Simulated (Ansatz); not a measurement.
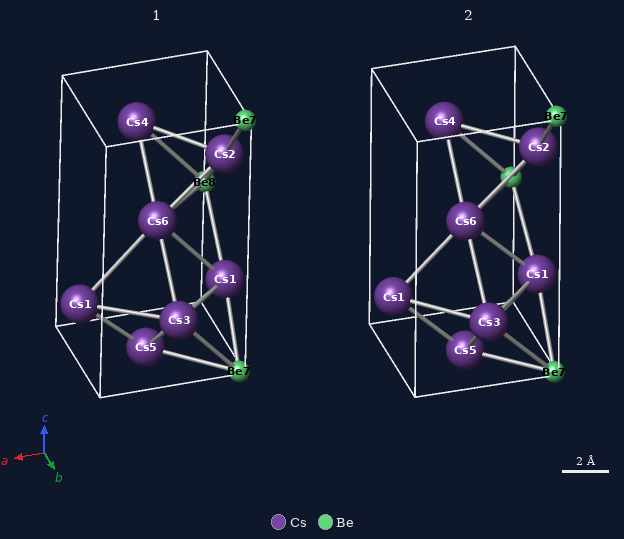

Two geometries of a crystal of Cs$_{3}$Be (built on the Cu3Au (L1_2)_221 type) (coarse preliminary run), drawn at one scale. One is the start of a relaxation, the other its converged end. Style: ball-and-stick. Shown: the cell of the calculation, from a free direction.

Level of theory: DFT PBE, scalar-relativistic, plane waves, PAW in Ansatz 0.2.0. Set-up: plane-wave cutoff 420 eV; k-point mesh 4 × 4 × 2; occupations gaussian; smearing width 0.1 eV; no spin polarisation; cell and atoms relaxed; force threshold 0.015 eV/Å; at most 120 steps.

**Which geometry has the lower energy?**

Structure 2 is the relaxed one. The largest move relative to the cell is that of Cs5, 0.32 Å roughly along [−3 0 −1]. Largest moves by element: Cs 0.32 Å, Be 0.22 Å. Cell: a 6.653 → 6.570 Å (−1.2 %), b 6.457 → 6.543 Å (+1.3 %), c 12.727 → 12.927 Å (+1.6 %), α 89.1° → 90.0°, β 91.3° → 89.9°, γ 89.2° → 89.9°. Volume +1.7 %. Among the contacts that change: Cs1–Cs5 4.123 → 4.621 Å, Cs2–Cs6 4.165 → 4.603 Å, Cs1–Cs6 5.039 → 4.605 Å, Cs2–Cs5 4.903 → 4.605 Å. The space group stays P1 (No. 1). Over 5 accepted moves (6 points after the start) the energy falls by 15.1 meV per atom. The largest force component goes from 0.23 to 0.0056 eV/Å. The pressure goes from 0.07 to 0.00 GPa. At 1 point the geometry stayed and the basis and grid were re-selected for the new cell (energy shift of less than 0.05 meV per atom at most each time). Cost: 3.6 min on 1 thread of Intel(R) Xeon(R) 6975P-C (Granite Rapids), on a shared host, peak memory 0.74 GiB.
